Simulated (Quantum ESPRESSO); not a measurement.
**BP (F-43m): phonons against volume**

Wanted: mode Grüneisen parameters of BP and a free-energy fit over volumes.

What experiment has found for this phase:
- volume expansion coefficient 9.6 1e-6/K near room temperature (given in “Thermal expansion coefficients of high thermal conducting BAs and BP materials (three times its linear coefficient)”, 2019, arxiv:1906.04101)

Program: Quantum ESPRESSO 7.5. Level of theory: DFT LDA, scalar-relativistic, plane waves, GBRV ultrasoft pseudopotentials. Results are calculated unless marked as measured.

## (1) The starting structure

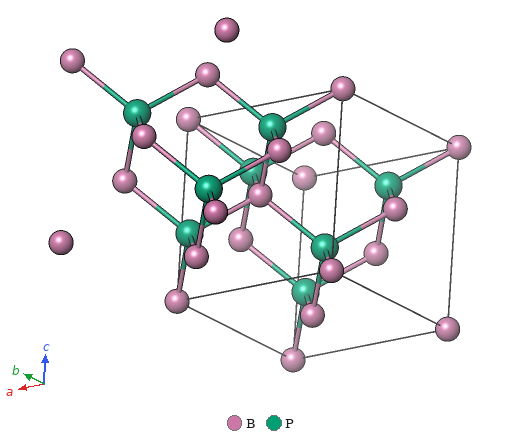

The cell as given, from a free direction (boron pink, phosphorus teal). 1×2×1 cells are drawn. This picture shows the conventional cell, with its axes. Bonds to atoms that aren't drawn are left out. Some periodic images of atoms are drawn too.

## (2) A first coarse run

Before spending time, one coarse run tells the gap and the pressure of the starting cell.

File probe.in:

```
 &control
    calculation='scf',
    prefix='x',
    outdir='./tmp',
    pseudo_dir='./pseudo',
    tprnfor=.true.,
    tstress=.true.,
    verbosity='high',
 /
 &system
    ibrav=0,
    nat=2,
    ntyp=2,
    ecutwfc=40.0,
    ecutrho=240.0,
    occupations='smearing',
    smearing='gaussian',
    degauss=0.01,
 /
 &electrons
    conv_thr=1.0d-07,
    mixing_beta=0.7,
    electron_maxstep=100,
 /
ATOMIC_SPECIES
 B      10.8100  B.upf
 P      30.9738  P.upf
CELL_PARAMETERS angstrom
     0.000000000    2.269000000    2.269000000
     2.269000000    0.000000000    2.269000000
     2.269000000    2.269000000    0.000000000
ATOMIC_POSITIONS crystal
 B      0.000000000   0.000000000   0.000000000
 P      0.250000000   0.250000000   0.250000000
K_POINTS automatic
 6 6 6 0 0 0
```

Launch:

```bash
OMP_NUM_THREADS=1 mpirun -n 8 pw.x -nk 8 -in probe.in > probe.out
```

Output:

```text
Program PWSCF v.7.5

     This program is part of the open-source Quantum ESPRESSO suite
     for quantum simulation of materials; please cite
         "P. Giannozzi et al., J. Phys.:Condens. Matter 21 395502 (2009);
         "P. Giannozzi et al., J. Phys.:Condens. Matter 29 465901 (2017);
         "P. Giannozzi et al., J. Chem. Phys. 152 154105 (2020);
     in publications or presentations arising from this work. More details at

     Message from routine setup:
     using ibrav=0 with symmetry is DISCOURAGED, use correct ibrav instead

     G-vector sticks info
     --------------------
     sticks:   dense  smooth     PW     G-vecs:    dense   smooth      PW
     Sum         595     409    127                 9841     5329     965

     Using Slab Decomposition

     bravais-lattice index     =            0
     lattice parameter (alat)  =       6.0638  a.u.
     unit-cell volume          =     157.6631 (a.u.)^3
     number of atoms/cell      =            2
     number of atomic types    =            2
     number of electrons       =         8.00
     number of Kohn-Sham states=            8
     kinetic-energy cutoff     =      40.0000  Ry
     charge density cutoff     =     240.0000  Ry
     scf convergence threshold =      1.0E-07
     mixing beta               =       0.7000
     number of iterations used =            8  plain     mixing
     Exchange-correlation=  SLA  PZ   NOGX NOGC
                           (   1   1   0   0   0   0   0)

     celldm(1)=   6.063849  celldm(2)=   0.000000  celldm(3)=   0.000000
     celldm(4)=   0.000000  celldm(5)=   0.000000  celldm(6)=   0.000000

     crystal axes: (cart. coord. in units of alat)
               a(1) = (   0.000000   0.707107   0.707107 )
               a(2) = (   0.707107   0.000000   0.707107 )
               a(3) = (   0.707107   0.707107   0.000000 )

     reciprocal axes: (cart. coord. in units 2 pi/alat)
               b(1) = ( -0.707107  0.707107  0.707107 )
               b(2) = (  0.707107 -0.707107  0.707107 )
               b(3) = (  0.707107  0.707107 -0.707107 )

     PseudoPot. # 1 for B  read from file:
     ./pseudo/B.upf
     Pseudo is Ultrasoft + core correction, Zval =  3.0
     Using radial grid of  781 points,  4 beta functions with:
                l(1) =   0
                l(2) =   0
                l(3) =   1
                l(4) =   1
     Q(r) pseudized with  8 coefficients,  rinner =    1.100   1.100   1.100

     PseudoPot. # 2 for P  read from file:
     ./pseudo/P.upf
     Pseudo is Ultrasoft + core correction, Zval =  5.0
     Using radial grid of  903 points,  6 beta functions with:
                l(1) =   0
                l(2) =   0
                l(3) =   1
                l(4) =   1
                l(5) =   2
                l(6) =   2
     Q(r) pseudized with  8 coefficients,  rinner =    1.300   1.300   1.300
                                                       1.300   1.300

     atomic species   valence    mass     pseudopotential
     B                 3.00    10.81000     B ( 1.00)
     P                 5.00    30.97380     P ( 1.00)

     24 Sym. Ops. (no inversion) found

                                    s                        frac. trans.

      isym =  1     identity

 cryst.   s( 1) = (     1          0          0      )
                  (     0          1          0      )
                  (     0          0          1      )

 cart.    s( 1) = (  1.0000000 -0.0000000  0.0000000 )
                  ( -0.0000000  1.0000000  0.0000000 )
                  ( -0.0000000  0.0000000  1.0000000 )

      isym =  2     180 deg rotation - cart. axis [0,0,1]

 cryst.   s( 2) = (     0          1         -1      )
                  (     1          0         -1      )
                  (     0          0         -1      )

 cart.    s( 2) = ( -1.0000000  0.0000000  0.0000000 )
                  (  0.0000000 -1.0000000  0.0000000 )
                  (  0.0000000 -0.0000000  1.0000000 )

      isym =  3     180 deg rotation - cart. axis [0,1,0]

 cryst.   s( 3) = (     0         -1          1      )
                  (     0         -1          0      )
                  (     1         -1          0      )

 cart.    s( 3) = ( -1.0000000 -0.0000000 -0.0000000 )
                  (  0.0000000  1.0000000 -0.0000000 )
                  (  0.0000000  0.0000000 -1.0000000 )

      isym =  4     180 deg rotation - cart. axis [1,0,0]

 cryst.   s( 4) = (    -1          0          0      )
                  (    -1          0          1      )
                  (    -1          1          0      )

 cart.    s( 4) = (  1.0000000  0.0000000 -0.0000000 )
                  ( -0.0000000 -1.0000000 -0.0000000 )
                  ( -0.0000000 -0.0000000 -1.0000000 )

      isym =  5     120 deg rotation - cart. axis [-1,-1,-1]

 cryst.   s( 5) = (     0          0          1      )
[...]
cart.    s( 5) = (  0.0000000  1.0000000 -0.0000000 )
[...]
isym =  6     120 deg rotation - cart. axis [-1,1,1]

 cryst.   s( 6) = (     1         -1          0      )
[...]
cart.    s( 6) = ( -0.0000000 -1.0000000 -0.0000000 )
[...]
isym =  7     120 deg rotation - cart. axis [1,1,-1]

 cryst.   s( 7) = (    -1          1          0      )
[...]
cart.    s( 7) = ( -0.0000000  1.0000000  0.0000000 )
[...]
isym =  8     120 deg rotation - cart. axis [1,-1,1]

 cryst.   s( 8) = (     0          0         -1      )
[...]
cart.    s( 8) = (  0.0000000 -1.0000000  0.0000000 )
[...]
isym =  9     120 deg rotation - cart. axis [1,1,1]

 cryst.   s( 9) = (     0          1          0      )
[...]
cart.    s( 9) = ( -0.0000000  0.0000000  1.0000000 )
[...]
isym = 10     120 deg rotation - cart. axis [-1,1,-1]

 cryst.   s(10) = (    -1          0          1      )
[...]
cart.    s(10) = (  0.0000000 -0.0000000  1.0000000 )
[...]
isym = 11     120 deg rotation - cart. axis [1,-1,-1]

 cryst.   s(11) = (     1          0         -1      )
[...]
cart.    s(11) = (  0.0000000  0.0000000 -1.0000000 )
[...]
isym = 12     120 deg rotation - cart. axis [-1,-1,1]

 cryst.   s(12) = (     0         -1          0      )
[...]
cart.    s(12) = ( -0.0000000 -0.0000000 -1.0000000 )
[...]
isym = 13     inv. 180 deg rotation - cart. axis [1,1,0]

[...]
occupation numbers
     1.0000   1.0000   1.0000   1.0000   0.0000   0.0000   0.0000   0.0000

          k = 0.1179 0.1179-0.1179 (   661 PWs)   bands (ev):

    -5.8858   6.1981   8.3570   8.3570  12.9976  13.2886  13.2886  17.6234

     occupation numbers
     1.0000   1.0000   1.0000   1.0000   0.0000   0.0000   0.0000   0.0000

          k = 0.2357 0.2357-0.2357 (   658 PWs)   bands (ev):

    -4.4688   2.3114   7.5577   7.5577  12.8916  13.8306  13.8306  18.9493

     occupation numbers
     1.0000   1.0000   1.0000   1.0000   0.0000   0.0000   0.0000   0.0000

          k =-0.3536-0.3536 0.3536 (   652 PWs)   bands (ev):

    -3.0526   0.0039   7.2700   7.2700  12.7833  13.6831  13.6831  18.9402

     occupation numbers
     1.0000   1.0000   1.0000   1.0000   0.0000   0.0000   0.0000   0.0000

          k = 0.2357 0.0000-0.0000 (   673 PWs)   bands (ev):

    -5.7191   7.1163   7.2900   7.2900  11.4076  14.8277  14.8277  15.8414

     occupation numbers
     1.0000   1.0000   1.0000   1.0000   0.0000   0.0000   0.0000   0.0000

          k = 0.3536 0.1179-0.1179 (   675 PWs)   bands (ev):

    -4.5967   3.7332   6.4950   6.5085  11.9035  15.1424  15.5856  15.8937

     occupation numbers
     1.0000   1.0000   1.0000   1.0000   0.0000   0.0000   0.0000   0.0000

          k =-0.2357-0.4714 0.4714 (   678 PWs)   bands (ev):

    -2.9056   0.7096   5.4531   6.4487  12.2461  15.3216  15.4101  17.8436

     occupation numbers
     1.0000   1.0000   1.0000   1.0000   0.0000   0.0000   0.0000   0.0000

          k =-0.1179-0.3536 0.3536 (   672 PWs)   bands (ev):

    -3.4570   1.5530   5.0009   7.1333  12.9066  14.7752  15.2572  18.7465

     occupation numbers
     1.0000   1.0000   1.0000   1.0000   0.0000   0.0000   0.0000   0.0000

          k = 0.0000-0.2357 0.2357 (   662 PWs)   bands (ev):

[...]
occupation numbers
[...]
k = 0.4714 0.0000-0.0000 (   680 PWs)   bands (ev):

[...]
occupation numbers
[...]
k =-0.1179-0.5893 0.5893 (   674 PWs)   bands (ev):

[...]
occupation numbers
[...]
k =-0.0000-0.4714 0.4714 (   680 PWs)   bands (ev):

[...]
occupation numbers
[...]
k =-0.7071 0.0000 0.0000 (   692 PWs)   bands (ev):

    -1.5564   0.5308   4.9101   4.9101  10.3173  10.5576  20.9677  20.9677

     occupation numbers
     1.0000   1.0000   1.0000   1.0000   0.0000   0.0000   0.0000   0.0000

          k =-0.2357-0.4714 0.7071 (   670 PWs)   bands (ev):

    -3.2491   2.5533   4.0115   5.7545  12.9587  14.4448  15.4571  18.4259

     occupation numbers
     1.0000   1.0000   1.0000   1.0000   0.0000   0.0000   0.0000   0.0000

          k =-0.1179-0.3536 0.5893 (   682 PWs)   bands (ev):

    -1.9481   0.9628   3.5255   5.0361  13.4364  14.6734  17.5142  18.0903

     occupation numbers
     1.0000   1.0000   1.0000   1.0000   0.0000   0.0000   0.0000   0.0000

          k =-0.7071 0.2357 0.0000 (   682 PWs)   bands (ev):

    -1.3521   0.9053   3.7085   3.8226  12.7927  13.3628  18.0653  18.6766

     occupation numbers
     1.0000   1.0000   1.0000   1.0000   0.0000   0.0000   0.0000   0.0000

     the Fermi energy is     9.6417 ev

!    total energy              =     -22.00833859 Ry
     estimated scf accuracy    <          5.7E-09 Ry
     smearing contrib. (-TS)   =      -0.00000000 Ry
     internal energy E=F+TS    =     -22.00833859 Ry

     The total energy is F=E-TS. E is the sum of the following terms:
     one-electron contribution =       6.69659763 Ry
     hartree contribution      =       1.26204087 Ry
     xc contribution           =      -8.98373754 Ry
     ewald contribution        =     -20.98323955 Ry

     convergence has been achieved in   6 iterations

     Forces acting on atoms (cartesian axes, Ry/au):

     atom    1 type  1   force =    -0.00000000    0.00000000   -0.00000000
     atom    2 type  2   force =     0.00000000   -0.00000000    0.00000000
     The non-local contrib.  to forces
     atom    1 type  1   force =    -0.00000000    0.00000000   -0.00000000
     atom    2 type  2   force =    -0.00000000   -0.00000000   -0.00000000
     The ionic contribution  to forces
     atom    1 type  1   force =     0.00000000   -0.00000000   -0.00000000
     atom    2 type  2   force =    -0.00000000   -0.00000000   -0.00000000
     The local contribution  to forces
     atom    1 type  1   force =     0.00000000   -0.00000000    0.00000000
     atom    2 type  2   force =     0.00000000   -0.00000000    0.00000000
     The core correction contribution to forces
     atom    1 type  1   force =     0.00000000   -0.00000000    0.00000000
     atom    2 type  2   force =     0.00000000    0.00000000   -0.00000000
     The Hubbard contrib.    to forces
     atom    1 type  1   force =     0.00000000    0.00000000    0.00000000
     atom    2 type  2   force =     0.00000000    0.00000000    0.00000000
     The SCF correction term to forces
     atom    1 type  1   force =     0.00000000   -0.00000000   -0.00000000
     atom    2 type  2   force =     0.00000000    0.00000000    0.00000000

     Total force =     0.000000     Total SCF correction =     0.000000

     Computing stress (Cartesian axis) and pressure

          total   stress  (Ry/bohr**3)                   (kbar)     P=      -48.06
  -0.00032668  -0.00000000  -0.00000000          -48.06       -0.00       -0.00
  -0.00000000  -0.00032668  -0.00000000           -0.00      -48.06       -0.00
  -0.00000000  -0.00000000  -0.00032668           -0.00       -0.00      -48.06

     kinetic stress (kbar)   5532.62     -0.00     -0.00
                               -0.00   5532.62     -0.00
                               -0.00     -0.00   5532.62

     local   stress (kbar)   -876.60     -0.00     -0.00
                               -0.00   -876.60     -0.00
                               -0.00     -0.00   -876.60

     nonloc. stress (kbar)   3395.93      0.00      0.00
                                0.00   3395.93      0.00
                                0.00      0.00   3395.93

     hartree stress (kbar)    392.51      0.00      0.00
                                0.00    392.51      0.00
                                0.00      0.00    392.51

     exc-cor stress (kbar)   1180.57      0.00      0.00
                                0.00   1180.57      0.00
                                0.00      0.00   1180.57

     corecor stress (kbar)  -3147.06     -0.00     -0.00
                               -0.00  -3147.06     -0.00
                               -0.00     -0.00  -3147.06

     ewald   stress (kbar)  -6526.03      0.00      0.00
                                0.00  -6526.03      0.00
                                0.00      0.00  -6526.03

     hubbard stress (kbar)      0.00      0.00      0.00
                                0.00      0.00      0.00
                                0.00      0.00      0.00

     DFT-D   stress (kbar)      0.00      0.00      0.00
[...]
XDM     stress (kbar)      0.00      0.00      0.00
[...]
dft-nl  stress (kbar)      0.00      0.00      0.00
                                0.00      0.00      0.00
                                0.00      0.00      0.00

     TS-vdW  stress (kbar)      0.00      0.00      0.00
                                0.00      0.00      0.00
                                0.00      0.00      0.00

     MDB     stress (kbar)      0.00      0.00      0.00
                                0.00      0.00      0.00
                                0.00      0.00      0.00

     3D-RISM stress (kbar)      0.00      0.00      0.00
                                0.00      0.00      0.00
                                0.00      0.00      0.00

     Writing all to output data dir ./tmp/x.save/ :
     XML data file, charge density, pseudopotentials, collected wavefunctions

   JOB DONE.
```

The job ended after 1.5 s (8 MPI ranks of Intel Xeon 6975P-C (Granite Rapids), shared host; 9.7 s of CPU time).

A gap read on the k-mesh alone can miss the band edges.

Numbers from this step:

| Property | Result |
| --- | --- |
| volume per atom | 11.68 Å³ |
| pressure | -4.806 GPa |
| gap on the k-mesh | 1.298 eV |

The start is under -4.8 GPa at this level and looks like an insulator or semiconductor on this mesh.

[end of part 1 of 8]

[Logs are printed without paths, hosts, clocks, repeated set-up lines and the standing remarks that a program may print on its own settings, such as how far it seeks lower states.]

[Hosts, paths, dates, database ids (printed as entryN), source tags and the programs' standing remarks are cut or masked in the printed files.]

[A step with changed settings may run another functional than the one named; its input shows which.]

[Of the runs on displaced cells, only some may be shown.]
